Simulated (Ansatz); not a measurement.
# ClF₃H₂MoO₂: one molecule under many settings

How do the results and run time of ClF₃H₂MoO₂ respond when the settings are drawn wide?

The runs use Ansatz 0.2.0, Gaussian basis; the settings change from run to run.

## (1) The relaxed structure

The geometry comes from an earlier relaxation with PBE0-D4 in a triple-zeta def2 set; it is a stationary point, not always the lowest conformer. Mo takes a core potential in def2 sets; no spin-orbit term is included.

SMILES `[OH][Mo]([OH])([F])([F])([F])[Cl]`, 9 atoms, charge 0, spin multiplicity 1.

Atoms are counted from 1 here; the program's logs count them from 0.

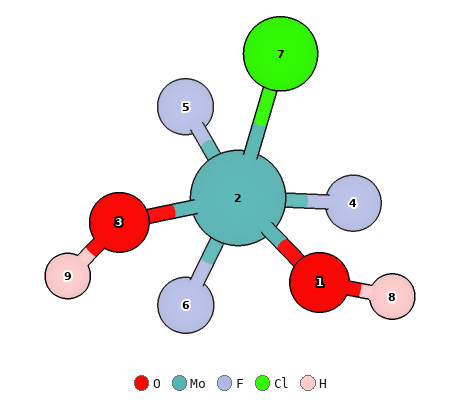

The geometry (oxygen red, molybdenum teal, fluorine light blue, chlorine green, hydrogen pink); atoms are numbered from 1 in the order of the file.

## (2) B97/def2-TZVP

Options: a grid of angular degree 23, the search for lower states set to off.

Input file in.yaml:

```yaml
crystal:
  periodic: [false, false, false]
  atoms:
    - {symbol: O, position_ang: [-0.350338, -1.533964, 0.396847]}
    - {symbol: Mo, position_ang: [0.048824, 0.152323, -0.239491]}
    - {symbol: O, position_ang: [1.058178, 0.592109, 1.224682]}
    - {symbol: F, position_ang: [-1.292588, -0.236185, -1.462791]}
    - {symbol: F, position_ang: [0.243254, 1.700034, -1.217760]}
    - {symbol: F, position_ang: [-1.296081, 1.034982, 0.706323]}
    - {symbol: Cl, position_ang: [1.836155, -0.622212, -1.405020]}
    - {symbol: H, position_ang: [-0.930313, -2.154859, -0.057785]}
    - {symbol: H, position_ang: [0.771507, 1.021370, 2.037997]}
basis:
  gaussian: {orbitals: def2-TZVP, final_grid: {core_spheres: 8, valence_spheres: 7, degree: 23}}
hamiltonian: {xc: {name: B97}}
scf: {lower_state_search: off}
```

Started as:

```sh
$ ansatz run in.yaml --threads 8 --pin off --events-out ev --progress --plain --max-ram 20889MiB
```

The log of the run:

```text
Functional definition: B97
  name "B97"
  cite "Becke, J. Chem. Phys. 107, 8554 (1997) doi:10.1063/1.475007"
  parameter cx = 0.1943
  parameter cx0 = 0.8094
  parameter cx1 = 0.5073
  parameter cx2 = 0.7481
  parameter css0 = 0.1737
  parameter css1 = 2.3487
  parameter css2 = -2.4868
  parameter cos0 = 0.9454
  parameter cos1 = 0.7471
  parameter cos2 = -4.5961
  exchange = spin_sum(e_x_unif_s*poly(b97_u_x, cx0, cx1, cx2)) + cx*exact_x
  correlation = spin_sum(e_c_pw_same_spin*poly(b97_u_same, css0, css1, css2))
      + integral(e_c_pw_opposite_spin*poly(b97_u_opposite, cos0, cos1, cos2))
these checks for a lower state are left out or cut short: stability, starts, cluster_reference, orbital_swaps, neighbouring_geometries, increment
1492 factors; their error is unknown
mean field evaluation 1: about -26641.6245 eV, gradient 1.1e2 eV
mean field evaluation 2: about -26361.2604 eV, gradient 3.8e2 eV
mean field evaluation 4: about -26656.4388 eV, gradient 5.3e1 eV
mean field evaluation 8: about -26661.1359 eV, gradient 4.8e-1 eV
mean field evaluation 16: about -26661.2548 eV, gradient 5.3e-3 eV
mean field -26661.25477492 eV, -979.7830413306 hartree, gradient 6.6e-6 eV, S^2 0.000000; 0 other end points of the search recorded, 0 dependent functions left out
reference -26661.25481740 eV, -979.7830428919 hartree; 38, 38 occupied and 206, 206 virtual orbitals, 1492 factors
Total energy: -26661.25481740 eV, -979.7830428919 hartree
Checks for a lower state left out: stability, starts, cluster_reference, orbital_swaps, neighbouring_geometries, increment
```

Run time: 7.5 s. Hardware: 8 threads of Intel Xeon at 2.50GHz, shared host.

## (3) B97M-V/cc-pVTZ-DK

Set apart from the defaults: a grid of angular degree 23.

Changes to in.yaml since step 2:

```diff
@@ -13,4 +13,3 @@
 basis:
-  gaussian: {orbitals: def2-TZVP, final_grid: {core_spheres: 8, valence_spheres: 7, degree: 23}}
-hamiltonian: {xc: {name: B97}}
-scf: {lower_state_search: off}
+  gaussian: {orbitals: cc-pVTZ-DK, final_grid: {core_spheres: 8, valence_spheres: 7, degree: 23}}
+hamiltonian: {xc: {name: B97M-V}}
```

Same command.

The log of the run (excerpt; [...] marks lines left out):

```text
Functional definition: B97M-V
  name "B97M-V"
  cite "Mardirossian & Head-Gordon, J. Chem. Phys. 142, 074111 (2015) doi:10.1063/1.4907719"
  cite "Becke, J. Chem. Phys. 107, 8554 (1997) doi:10.1063/1.475007"
  cite "Vydrov & Van Voorhis, J. Chem. Phys. 133, 244103 (2010) doi:10.1063/1.3521275"
  # Of w^i u^j: cxij and so on, Table III.
[...]
  gx(w, u) = cx00 + cx01*u + cx02*u^2 + (cx10 + cx11*u)*w
  gss(w, u) = css00 + css02*u^2 + css10*w + (css32*w^3 + css42*w^4)*u^2
  gos(w, u) = cos00 + cos01*u + cos03*u^3 + cos10*w + cos32*w^3*u^2
[...]
      + integral(e_c_pw_mod_opposite_spin*gos(b97_w_opposite, b97_u_opposite)) + vv10(b, c)
1770 factors; their error is unknown
[...]
mean field -134992.86524656 eV, -4960.8962963605 hartree, gradient 2.7e-5 eV, S^2 0.000000; 0 other end points of the search recorded, 0 dependent functions left out
reference -134992.86537533 eV, -4960.8963010928 hartree; 52, 52 occupied and 237, 237 virtual orbitals, 1770 factors
Total energy: -134992.86537533 eV, -4960.8963010928 hartree
Relativity: scalar
```

Wall time 18 s (8 threads of Intel Xeon at 2.50GHz, shared host).

## (4) PBE/x2c-TZVPPall

Set apart from the defaults: D3(BJ) with three-body dispersion.

Changes to in.yaml since step 3:

```diff
@@ -13,3 +13,3 @@
 basis:
-  gaussian: {orbitals: cc-pVTZ-DK, final_grid: {core_spheres: 8, valence_spheres: 7, degree: 23}}
-hamiltonian: {xc: {name: B97M-V}}
+  gaussian: {orbitals: x2c-TZVPPall}
+hamiltonian: {xc: {name: PBE}, dispersion: d3bjatm}
```

Same command.

The log of the run:

```text
Functional definition: PBE
  name "PBE"
  cite "Perdew, Burke & Ernzerhof, Phys. Rev. Lett. 77, 3865 (1996) doi:10.1103/PhysRevLett.77.3865"
  parent pbe
  parameter kappa = 0.804
  parameter beta = 0.06672455060314922
  exchange = pbe_x(kappa = kappa, mu = beta*pi^2/3)
  correlation = pbe_c(beta = beta)
1716 factors; their error is unknown
mean field evaluation 1: about -134979.6695 eV, gradient 1.1e2 eV
mean field evaluation 2: about -134597.7439 eV, gradient 4.4e2 eV
mean field evaluation 4: about -134983.0419 eV, gradient 9.8e1 eV
mean field evaluation 8: about -134999.5160 eV, gradient 2.1e0 eV
mean field evaluation 16: about -134999.5096 eV, gradient 3.8e-2 eV
mean field -134999.50963802 eV, -4961.1404732429 hartree, gradient 4.8e-5 eV, S^2 0.000000; 0 other end points of the search recorded, 0 dependent functions left out
reference -134999.50971782 eV, -4961.1404761755 hartree; 52, 52 occupied and 252, 252 virtual orbitals, 1716 factors
Total energy: -134999.75316904 eV, -4961.1494228429 hartree
Relativity: scalar
```

Run time: 15 s. Hardware: 8 threads of Intel Xeon at 2.50GHz, shared host.

## (5) LC-wPBE/x2c-TZVPPall

Changes to in.yaml since step 4:

```diff
@@ -14,2 +14,3 @@
   gaussian: {orbitals: x2c-TZVPPall}
-hamiltonian: {xc: {name: PBE}, dispersion: d3bjatm}
+hamiltonian: {xc: {name: LC-wPBE}}
+output: {forces: true}
```

Launched as before.

The log of the run (excerpt; [...] marks lines left out):

```text
Functional definition: LC-wPBE
  name "LC-wPBE"
  cite "Vydrov & Scuseria, J. Chem. Phys. 125, 234109 (2006) doi:10.1063/1.2409292"
  cite "Heyd & Scuseria, J. Chem. Phys. 120, 7274 (2004) doi:10.1063/1.1668634"
  cite "Ernzerhof & Perdew, J. Chem. Phys. 109, 3313 (1998) doi:10.1063/1.476928"
  cite "Perdew, Burke & Ernzerhof, Phys. Rev. Lett. 77, 3865 (1996) doi:10.1103/PhysRevLett.77.3865"
  parent pbe
[...]
1716 factors; their error is unknown
425 factors; integrals over basis functions are off by at most 3.1e-5 eV
[...]
mean field -135003.89362575 eV, -4961.3015818206 hartree, gradient 4.9e-5 eV, S^2 0.000000; 0 other end points of the search recorded, 0 dependent functions left out
[...]
reference -135003.89362577 eV, -4961.3015818211 hartree; 52, 52 occupied and 252, 252 virtual orbitals, 1716 factors
Total energy: -135003.89362577 eV, -4961.3015818211 hartree
Relativity: scalar
Atom 0 at    -0.350338    -1.533964     0.396847 Å, force     0.084175     0.369629    -0.179655 eV/Å
Atom 1 at     0.048824     0.152323    -0.239491 Å, force    -0.106843    -0.034514     0.198686 eV/Å
Atom 2 at     1.058178     0.592109     1.224682 Å, force    -0.272780    -0.087563    -0.313932 eV/Å
Atom 3 at    -1.292588    -0.236185    -1.462791 Å, force     0.210582     0.051918     0.183763 eV/Å
Atom 4 at     0.243254     1.700034    -1.217760 Å, force    -0.007167    -0.271709     0.164090 eV/Å
Atom 5 at    -1.296081     1.034982     0.706323 Å, force     0.194435    -0.122623    -0.122707 eV/Å
Atom 6 at     1.836155    -0.622212    -1.405020 Å, force    -0.172338     0.071118     0.115476 eV/Å
Atom 7 at    -0.930313    -2.154859    -0.057785 Å, force     0.049558     0.057076     0.020493 eV/Å
Atom 8 at     0.771507     1.021370     2.037997 Å, force     0.020378    -0.033333    -0.066214 eV/Å
Dipole moment:     0.038911    -0.350526     0.522185 e Å
```

It took 25 s on 8 threads of Intel Xeon at 2.50GHz, shared host; peak memory 0.89 GiB.

Largest force 0.425 eV/Å, dipole 3.03 D.

## (6) revPBE0/x2c-TZVPPall

This run has a point charge of 0.50 e beside it, D3(BJ) with three-body dispersion.

Changes to in.yaml since step 5:

```diff
@@ -13,4 +13,4 @@
 basis:
-  gaussian: {orbitals: x2c-TZVPPall}
-hamiltonian: {xc: {name: LC-wPBE}}
+  gaussian: {orbitals: x2c-TZVPPall, point_charges: [{charge: 0.50, position_ang: [5.216, -0.694, -0.152]}]}
+hamiltonian: {xc: {name: revPBE0}, dispersion: d3bjatm}
 output: {forces: true}
```

The command is unchanged.

The log of the run (excerpt; [...] marks lines left out):

```text
Functional definition: revPBE0
  name "revPBE0"
  cite "Zhang & Yang, Phys. Rev. Lett. 80, 890 (1998) doi:10.1103/PhysRevLett.80.890"
  cite "Adamo & Barone, J. Chem. Phys. 110, 6158 (1999) doi:10.1063/1.478522"
  cite "Perdew, Burke & Ernzerhof, Phys. Rev. Lett. 77, 3865 (1996) doi:10.1103/PhysRevLett.77.3865"
[...]
1801 factors; their error is unknown
[...]
mean field -135012.19668347 eV, -4961.6067135637 hartree, gradient 5.8e-5 eV, S^2 0.000000; 0 other end points of the search recorded, 0 dependent functions left out
[...]
reference -135012.19675690 eV, -4961.6067162621 hartree; 52, 52 occupied and 252, 252 virtual orbitals, 1801 factors
Total energy: -135012.72329374 eV, -4961.6260661344 hartree
Relativity: scalar
Atom 0 at    -0.350338    -1.533964     0.396847 Å, force     0.060841    -0.074981    -0.034413 eV/Å
Atom 1 at     0.048824     0.152323    -0.239491 Å, force    -0.996556     0.292201     0.116865 eV/Å
Atom 2 at     1.058178     0.592109     1.224682 Å, force     0.200109     0.046637     0.212252 eV/Å
Atom 3 at    -1.292588    -0.236185    -1.462791 Å, force     0.134895     0.009008     0.038308 eV/Å
Atom 4 at     0.243254     1.700034    -1.217760 Å, force     0.090640    -0.050576    -0.011183 eV/Å
Atom 5 at    -1.296081     1.034982     0.706323 Å, force     0.136953    -0.088067    -0.045000 eV/Å
Atom 6 at     1.836155    -0.622212    -1.405020 Å, force     0.431296    -0.168325    -0.202274 eV/Å
Atom 7 at    -0.930313    -2.154859    -0.057785 Å, force     0.022255     0.056874     0.032337 eV/Å
Atom 8 at     0.771507     1.021370     2.037997 Å, force    -0.021024    -0.031825    -0.082445 eV/Å
Dipole moment:    -0.148147    -0.329067     0.523511 e Å
```

Wall time 29 s (8 threads of Intel Xeon at 2.50GHz, shared host); peak memory 1.4 GiB.

Largest force 1.045 eV/Å, dipole 3.05 D.

## (7) PBE-QIDH/ANO-RCC-VTZP

Options: multiplicity 3, the search for lower states set to off.

Changes to in.yaml since step 6:

```diff
@@ -13,4 +13,6 @@
 basis:
-  gaussian: {orbitals: x2c-TZVPPall, point_charges: [{charge: 0.50, position_ang: [5.216, -0.694, -0.152]}]}
-hamiltonian: {xc: {name: revPBE0}, dispersion: d3bjatm}
+  gaussian: {orbitals: ANO-RCC-VTZP}
+magnetization: {spin_polarized: true, initial_magnetization: 2}
+hamiltonian: {xc: {name: PBE-QIDH}}
+scf: {lower_state_search: off}
 output: {forces: true}
```

Launched as before.

The log of the run (excerpt; [...] marks lines left out):

```text
Functional definition: PBE-QIDH
  name "PBE-QIDH"
  cite "Brémond, Sancho-García, Pérez-Jiménez & Adamo, J. Chem. Phys. 141, 031101 (2014) doi:10.1063/1.4890314"
  cite "Perdew, Burke & Ernzerhof, Phys. Rev. Lett. 77, 3865 (1996) doi:10.1103/PhysRevLett.77.3865"
[...]
1815 factors; integrals over basis functions are off by at most 7.7e-4 eV
[...]
mean field -134959.06491163 eV, -4959.6541569624 hartree, gradient 2.0e-6 eV, S^2 2.015453; 0 other end points of the search recorded, 0 dependent functions left out
24 core orbitals not correlated: weight in the atoms' cores, before any rotation towards them, 1.000 or more for the frozen orbitals, at most 0.000 for the correlated occupied ones
reference -134959.06493521 eV, -4959.6541578292 hartree; 29, 27 occupied and 227, 229 virtual orbitals, 1815 factors
second order -61.40630079 eV of doubles, -0.00000000 eV of singles
[...]
Atom 0 at    -0.350338    -1.533964     0.396847 Å, force     0.567919    -1.335186    -0.225200 eV/Å
Atom 1 at     0.048824     0.152323    -0.239491 Å, force    -4.721779     3.163775     2.998800 eV/Å
Atom 2 at     1.058178     0.592109     1.224682 Å, force     1.644696    -0.007921     0.791200 eV/Å
Atom 3 at    -1.292588    -0.236185    -1.462791 Å, force    -0.493918    -0.848730    -1.175921 eV/Å
Atom 4 at     0.243254     1.700034    -1.217760 Å, force     0.967449     0.083808    -0.441856 eV/Å
Atom 5 at    -1.296081     1.034982     0.706323 Å, force    -0.013475    -0.107578    -0.009813 eV/Å
Atom 6 at     1.836155    -0.622212    -1.405020 Å, force     2.232990    -1.130514    -1.496605 eV/Å
Atom 7 at    -0.930313    -2.154859    -0.057785 Å, force     0.029334     0.279197     0.040053 eV/Å
Atom 8 at     0.771507     1.021370     2.037997 Å, force    -0.213216    -0.096852    -0.480657 eV/Å
Dipole moment:     0.786342    -0.739975     0.008878 e Å
Checks for a lower state left out: starts, cluster_reference, orbital_swaps, neighbouring_geometries, increment
```

Run time: 3.8 min. Hardware: 8 threads of Intel Xeon at 2.50GHz, shared host; peak memory 2.1 GiB.

Largest force 6.426 eV/Å, dipole 5.19 D, ⟨S²⟩ 2.015.

## (8) SVWN5/def2-TZVPP

This run has atoms shaken by 0.03 Å, a grid of angular degree 11.

Input file in.yaml:

```yaml
crystal:
  periodic: [false, false, false]
  atoms:
    - {symbol: O, position_ang: [-0.372914, -1.502875, 0.409929]}
    - {symbol: Mo, position_ang: [0.031014, 0.164018, -0.266571]}
    - {symbol: O, position_ang: [1.034996, 0.584795, 1.169490]}
    - {symbol: F, position_ang: [-1.292615, -0.243235, -1.477966]}
    - {symbol: F, position_ang: [0.309359, 1.731476, -1.248445]}
    - {symbol: F, position_ang: [-1.294301, 1.018809, 0.721642]}
    - {symbol: Cl, position_ang: [1.790018, -0.591572, -1.413803]}
    - {symbol: H, position_ang: [-0.922748, -2.173884, -0.050541]}
    - {symbol: H, position_ang: [0.751288, 1.016303, 2.052842]}
basis:
  gaussian: {orbitals: def2-TZVPP, final_grid: {core_spheres: 5, valence_spheres: 4, degree: 11}}
hamiltonian: {xc: {name: SVWN5}}
```

The command is unchanged.

The log of the run:

```text
Functional definition: SVWN5
  name "SVWN5"
  cite "Dirac, Proc. Camb. Phil. Soc. 26, 376 (1930) doi:10.1017/S0305004100016108"
  cite "Slater, Phys. Rev. 81, 385 (1951) doi:10.1103/PhysRev.81.385"
  cite "Vosko, Wilk & Nusair, Can. J. Phys. 58, 1200 (1980) doi:10.1139/p80-159"
  exchange = slater_x
  correlation = vwn5_c
1481 factors; their error is unknown
mean field evaluation 1: about -26525.8033 eV, gradient 1.1e2 eV
mean field evaluation 2: about -26168.8382 eV, gradient 4.0e2 eV
mean field evaluation 4: about -26532.2043 eV, gradient 8.8e1 eV
mean field evaluation 8: about -26545.3505 eV, gradient 1.4e0 eV
mean field evaluation 16: about -26545.2736 eV, gradient 4.1e-3 eV
mean field -26545.27362854 eV, -975.5208128163 hartree, gradient 1.1e-5 eV, S^2 0.000000; 0 other end points of the search recorded, 0 dependent functions left out
reference -26545.27368867 eV, -975.5208150260 hartree; 38, 38 occupied and 243, 243 virtual orbitals, 1481 factors
Total energy: -26545.27368867 eV, -975.5208150260 hartree
```

Wall time 10 s (8 threads of Intel Xeon at 2.50GHz, shared host); peak memory 0.87 GiB.

## (9) r2SCAN0/def2-SVP

Set apart from the defaults: density fitting with def2-universal-jkfit, the search for lower states set to off.

Input file in.yaml:

```yaml
crystal:
  periodic: [false, false, false]
  atoms:
    - {symbol: O, position_ang: [-0.350338, -1.533964, 0.396847]}
    - {symbol: Mo, position_ang: [0.048824, 0.152323, -0.239491]}
    - {symbol: O, position_ang: [1.058178, 0.592109, 1.224682]}
    - {symbol: F, position_ang: [-1.292588, -0.236185, -1.462791]}
    - {symbol: F, position_ang: [0.243254, 1.700034, -1.217760]}
    - {symbol: F, position_ang: [-1.296081, 1.034982, 0.706323]}
    - {symbol: Cl, position_ang: [1.836155, -0.622212, -1.405020]}
    - {symbol: H, position_ang: [-0.930313, -2.154859, -0.057785]}
    - {symbol: H, position_ang: [0.771507, 1.021370, 2.037997]}
basis:
  gaussian: {orbitals: def2-SVP, fitting: {mean_field: def2-universal-jkfit}}
hamiltonian: {xc: {name: r2SCAN0}}
scf: {lower_state_search: off}
```

Same command.

The log of the run (excerpt; [...] marks lines left out):

```text
Functional definition: r2SCAN0
  name "r2SCAN0"
  cite "Bursch, Neugebauer, Ehlert & Grimme, J. Chem. Phys. 156, 134105 (2022) doi:10.1063/5.0086040"
  cite "Furness, Kaplan, Ning, Perdew & Sun, J. Phys. Chem. Lett. 11, 8208 (2020) doi:10.1021/acs.jpclett.0c02405"
  cite "Furness, Kaplan, Ning, Perdew & Sun, J. Phys. Chem. Lett. 11, 9248 (2020) doi:10.1021/acs.jpclett.0c03077"
  parent r2scan
[...]
804 factors; integrals over basis functions are off by at most 1.5e-1 eV
[...]
mean field -26638.45866952 eV, -978.9452999091 hartree, gradient 8.4e-6 eV, S^2 0.000000; 0 other end points of the search recorded, 0 dependent functions left out
reference -26638.45869250 eV, -978.9453007537 hartree; 38, 38 occupied and 91, 91 virtual orbitals, 804 factors
Total energy: -26638.45869250 eV, -978.9453007537 hartree
Checks for a lower state left out: stability, starts, cluster_reference, orbital_swaps, neighbouring_geometries, increment
```

It took 4.8 s on 8 threads of Intel Xeon at 2.50GHz, shared host.

## (10) SVWN5/x2c-TZVPPall

Changes to in.yaml since step 9:

```diff
@@ -13,4 +13,4 @@
 basis:
-  gaussian: {orbitals: def2-SVP, fitting: {mean_field: def2-universal-jkfit}}
-hamiltonian: {xc: {name: r2SCAN0}}
-scf: {lower_state_search: off}
+  gaussian: {orbitals: x2c-TZVPPall}
+hamiltonian: {xc: {name: SVWN5}}
+output: {forces: true}
```

The command is unchanged.

The log of the run (excerpt; [...] marks lines left out):

```text
Functional definition: SVWN5
  name "SVWN5"
  cite "Dirac, Proc. Camb. Phil. Soc. 26, 376 (1930) doi:10.1017/S0305004100016108"
  cite "Slater, Phys. Rev. 81, 385 (1951) doi:10.1103/PhysRev.81.385"
  cite "Vosko, Wilk & Nusair, Can. J. Phys. 58, 1200 (1980) doi:10.1139/p80-159"
[...]
1716 factors; their error is unknown
[...]
mean field -134778.08320600 eV, -4953.0032019546 hartree, gradient 2.2e-5 eV, S^2 0.000000; 0 other end points of the search recorded, 0 dependent functions left out
[...]
reference -134778.08328063 eV, -4953.0032046972 hartree; 52, 52 occupied and 252, 252 virtual orbitals, 1716 factors
Total energy: -134778.08328063 eV, -4953.0032046972 hartree
Relativity: scalar
Atom 0 at    -0.350338    -1.533964     0.396847 Å, force     0.329273     0.254400     0.335529 eV/Å
Atom 1 at     0.048824     0.152323    -0.239491 Å, force    -0.021314     0.086036    -0.275835 eV/Å
Atom 2 at     1.058178     0.592109     1.224682 Å, force     0.270637    -0.236861    -0.370427 eV/Å
Atom 3 at    -1.292588    -0.236185    -1.462791 Å, force     0.037990     0.004053     0.025215 eV/Å
Atom 4 at     0.243254     1.700034    -1.217760 Å, force    -0.002798    -0.026663     0.010676 eV/Å
Atom 5 at    -1.296081     1.034982     0.706323 Å, force     0.055379    -0.042610    -0.030290 eV/Å
Atom 6 at     1.836155    -0.622212    -1.405020 Å, force    -0.133756     0.062012     0.091963 eV/Å
Atom 7 at    -0.930313    -2.154859    -0.057785 Å, force    -0.358560    -0.368058    -0.283702 eV/Å
Atom 8 at     0.771507     1.021370     2.037997 Å, force    -0.176850     0.267691     0.496871 eV/Å
Dipole moment:     0.072393    -0.355887     0.481648 e Å
```

Run time: 13 s. Hardware: 8 threads of Intel Xeon at 2.50GHz, shared host.

Largest force 0.591 eV/Å, dipole 2.90 D.

## (11) All runs side by side

| level | charge | multiplicity | geometry | functions | energy (eV) | time |
| --- | --- | --- | --- | --- | --- | --- |
| B97/def2-TZVP | 0 | 1 | relaxed | 244 | -26661.255 | 7.5 s |
| B97M-V/cc-pVTZ-DK | 0 | 1 | relaxed | 289 | -134992.865 | 18 s |
| PBE/x2c-TZVPPall | 0 | 1 | relaxed | 304 | -134999.753 | 15 s |
| LC-wPBE/x2c-TZVPPall | 0 | 1 | relaxed | 304 | -135003.894 | 25 s |
| revPBE0/x2c-TZVPPall | 0 | 1 | relaxed, point charge | 304 | -135012.723 | 29 s |
| PBE-QIDH/ANO-RCC-VTZP | 0 | 3 | relaxed | 280 | -134979.534 | 3.8 min |
| SVWN5/def2-TZVPP | 0 | 1 | shaken | 281 | -26545.274 | 10 s |
| r2SCAN0/def2-SVP | 0 | 1 | relaxed | 129 | -26638.459 | 4.8 s |
| SVWN5/x2c-TZVPPall | 0 | 1 | relaxed | 304 | -134778.083 | 13 s |

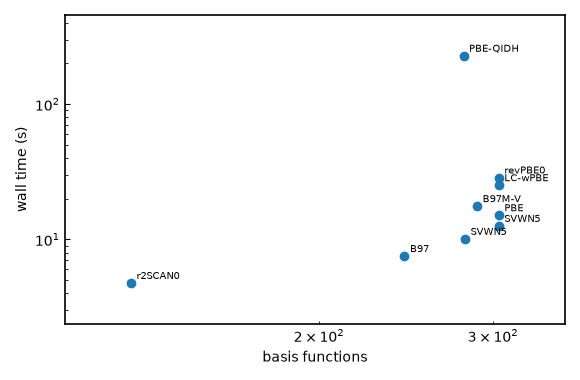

Wall time against the number of basis functions (shared host).

## (12) What came out

| quantity | value |
| --- | --- |
| runs | 9 |
| quickest | r2SCAN0/def2-SVP, 4.8 s |
| slowest | PBE-QIDH/ANO-RCC-VTZP, 3.8 min |
| spread of total energies, same state and geometry | 108365.4 eV |
| dipole, same state and geometry | 2.90 to 3.03 D |

What this shows: Run time spans a factor of 48, from r2SCAN0/def2-SVP to PBE-QIDH/ANO-RCC-VTZP. The jobs differ in tasks and options as well as level. The totals spread over 108365 eV; they can't be compared across methods or bases. Some of these runs are scalar-relativistic and others not, which shifts the totals of all-electron atoms past neon by eV; core potentials, where a basis has them, take the core out of the total altogether. At the PBE0-D4/def2-TZVP geometry and in the same state, runs without warnings or point charges leave forces up to 0.59 eV/Å (SVWN5/x2c-TZVPPall).
